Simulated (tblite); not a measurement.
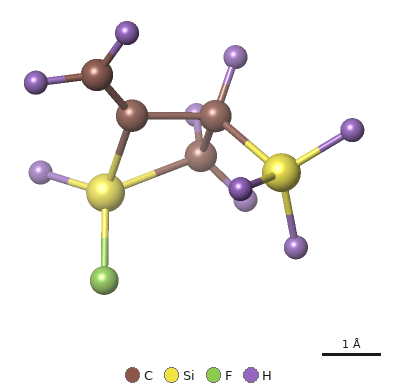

This is the input geometry for a relaxation of C₄H₉FSi₂. A ball-and-stick model, seen from a free direction.

These are results of GFN2-xTB geometry optimisation, gas phase in tblite 0.8.0, not measurements.

```xyz
16

C    -1.1986    1.8798    0.3704
C    -0.7999    0.6702    0.0430
C     0.4827    0.2059   -0.6060
Si    1.9356    0.0224    0.5007
C    -0.0567   -1.1476   -1.0108
Si   -1.4609   -1.0613    0.2044
F    -1.1912   -1.7502    1.6971
H    -0.5966    2.7388    0.1635
H    -2.1607    2.0359    0.8545
H     0.6947    0.8070   -1.5012
H     1.6115    0.7403    1.7641
H     2.1037   -1.4029    0.8463
H     3.1363    0.5954   -0.1063
H     0.6934   -1.9432   -0.8321
H    -0.4038   -1.1600   -2.0492
H    -2.7971   -1.2215   -0.3498
```

Q: What does the optimiser find from here?

A: The atom that moves furthest after the best rigid fit is H11 (1.50 Å). By element the largest moves are H 1.50 Å, F 0.79 Å, C 0.41 Å, Si 0.35 Å. Some distances before and after: C3–Si4 1.836 → 1.905 Å, C5–Si6 1.859 → 1.908 Å, Si6–F7 1.666 → 1.620 Å, C3–C5 1.512 → 1.554 Å. Bond angles that change, for instance: F7–Si6–H16 116.4° → 103.1°, C2–Si6–H16 113.3° → 124.0°, C5–Si6–H16 116.1° → 123.2°. Groups turn about C3–Si4 by about 55°. The energy falls by 48.3 kJ/mol in 136 geometry steps.

History of the run:

```tsv
step	E − E(0), kJ/mol
0	0.00
1	-16.54
2	-20.90
3	-25.48
4	-28.44
5	-31.34
6	-33.24
7	-34.49
8	-35.38
9	-36.29
10	-37.03
17	-39.28
23	-40.09
30	-40.44
37	-40.91
43	-41.88
50	-43.28
56	-44.20
63	-45.43
70	-46.41
76	-46.78
83	-47.03
90	-47.28
96	-47.46
103	-47.76
109	-47.98
116	-48.15
123	-48.27
129	-48.30
136	-48.31
```

Final geometry:

```xyz
16

C    -1.1222    1.7390    0.7428
C    -0.8288    0.5840    0.1676
C     0.4151    0.2032   -0.6065
Si    2.0042    0.2816    0.4406
C     0.0081   -1.2397   -1.0146
Si   -1.6532   -1.0932   -0.0885
F    -1.7678   -2.0276    1.2297
H    -0.4387    2.5751    0.7249
H    -2.0543    1.8970    1.2595
H     0.5279    0.8471   -1.4827
H     2.2798    1.6725    0.8040
H     1.8219   -0.5279    1.6452
H     3.1042   -0.2560   -0.3656
H     0.6895   -2.0030   -0.6418
H    -0.0534   -1.3678   -2.0937
H    -2.9399   -1.2753   -0.7324
```

After the run, drawn alike:

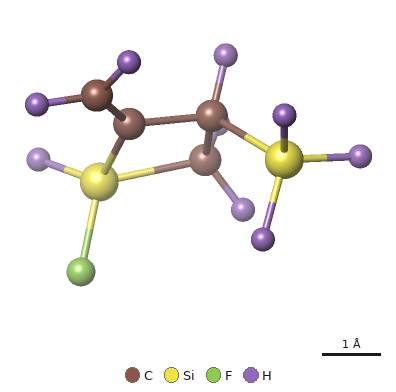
